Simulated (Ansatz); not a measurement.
# ClH3SSi: vertical spin-state energies in Python

A script is to give vertical spin-state energies; the system is ClH3SSi.

All numbers are computed with the Python package of Ansatz 0.2.0. Level of theory: r2SCAN/6-31G*.

## (1) The structure

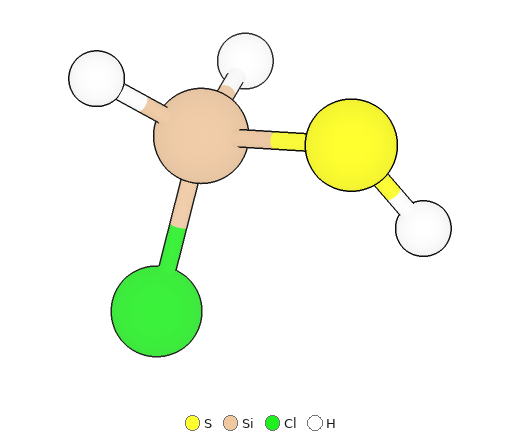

The structure that the script starts from, seen from a chosen angle (sulfur yellow, silicon light orange, chlorine green, hydrogen white).

clh3ssi.xyz, read by the script:

```xyz
6

S    -1.09766   -1.24361   -0.27460
Si    0.49076    0.09697    0.27549
Cl   -0.20110    1.98171    0.41130
H    -1.63503   -0.48121   -1.21658
H     1.51150    0.04612   -0.75904
H     0.93153   -0.39997    1.56344
```

## (2) The code

clh3ssi_spin.py

```python
"""Gap between spin states of ClH3SSi at one geometry."""

import logging
import sys
import warnings

import ansatz

logging.basicConfig(stream=sys.stdout, format="%(levelname)s %(message)s")
logger = logging.getLogger("ansatz_job")
logger.setLevel(logging.INFO)

BASIS_SET = "6-31G*"
XC = "r2scan"

warnings.simplefilter("ignore", ansatz.DeckWarning)

geometry = ansatz.Crystal.molecule_from_extxyz("clh3ssi.xyz")

calc = geometry.calculation()
calc = calc.basis(gaussian=BASIS_SET)
calc = calc.functional(XC)
found = {}
for unpaired in [0, 2]:
    summary = calc.spin("collinear", total=unpaired).run(threads=1, backend="cpu").report
    s = unpaired / 2
    found[unpaired] = summary["free_energy_ev"]
    logger.info(f"2S+1 = {unpaired + 1}: E = {found[unpaired]:.5f} eV, <S^2> = {abs(summary['mean_field']['state']['spin_squared']):.3f} (pure state {s * (s + 1):.2f})")
lowest = min(found, key=found.get)
for unpaired, e in found.items():
    logger.info(f"multiplicity {unpaired + 1}: {(e - found[lowest]):.3f} eV above the lowest")
```

## (3) The input behind the calls

The engine receives this input (first run):

```yaml
crystal:
  periodic: [false, false, false]
  atoms:
    - { symbol: S, position_ang: [-1.09766, -1.24361, -0.2746] }
    - { symbol: Si, position_ang: [0.49076, 0.09697, 0.27549] }
    - { symbol: Cl, position_ang: [-0.2011, 1.98171, 0.4113] }
    - { symbol: H, position_ang: [-1.63503, -0.48121, -1.21658] }
    - { symbol: H, position_ang: [1.5115, 0.04612, -0.75904] }
    - { symbol: H, position_ang: [0.93153, -0.39997, 1.56344] }
basis:
  gaussian:
    orbitals: "6-31G*"
hamiltonian:
  xc: r2scan
magnetization:
  spin_polarized: true
  initial_magnetization: 0.0
```

## (4) Launch

The run is started by

```sh
python clh3ssi_spin.py
```

The log of the run:

```text
INFO 2S+1 = 1: E = -31282.60537 eV, <S^2> = 0.000 (pure state 0.00)
INFO 2S+1 = 3: E = -31276.86266 eV, <S^2> = 2.006 (pure state 2.00)
INFO multiplicity 1: 0.000 eV above the lowest
INFO multiplicity 3: 5.743 eV above the lowest
```

Wall time 8.2 s (1 thread of AMD EPYC 9R45 (Zen 5), shared host); peak memory 0.24 GiB.

## (5) What changed from run to run

The engine's inputs for the other runs:

Run 2, against run 1:

```diff
@@ -17 +17 @@
-  initial_magnetization: 0.0
+  initial_magnetization: 2.0
```

Lines on the test bed's own set-up are left out of the output.

## (6) The runs side by side

One row for each of the 2 runs:

```tsv
run	2S+1	energy from run 1 (eV)	<S²>	SCF cycles	CPU time (s)
1	1	0.0000	0.00	13	2.1
2	3	5.7427	2.01	62	5.7
```

## (7) Summary of results

```
        quantity             value
   runs compared                 2
          lowest  run 1 (2S+1 = 1)
next above it by          5.743 eV
```

In words: In order: multiplicity 1 (+0.00 eV) and multiplicity 3 (+5.74 eV), all at the one geometry. The geometry is a force-field or estimated start, not a minimum of this method, and the basis set is short of its limit. All parts are taken at fixed geometry, without zero-point energy.
